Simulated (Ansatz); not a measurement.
Base system: PbSe in the rock salt structure (space group Fm-3m, No. 225; a = 6.1780 Å). Axes: x, y, z lie along the cube axes.

Modification: tensor shear ε_yz = +2.21 % (engineering shear γ = 0.0442), atoms relaxed at fixed cell.

The values are results of r2SCAN, PAW, 500 eV (Ansatz, a quantum-chemistry and plane-wave program; no spin-orbit coupling), not measurements.

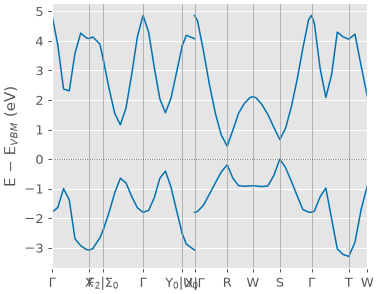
Fig. 1. Highest valence and lowest conduction band along the path of the changed cell's own zone

The gap is 0.44 eV, indirect, S → R; the base has 0.67 eV.

With Pb present, leaving out spin-orbit coupling can change the band edges. The cells carry an imposed strain or load. Whether these cells are dynamically stable was not tested. k-point labels follow each cell's own Brillouin zone.
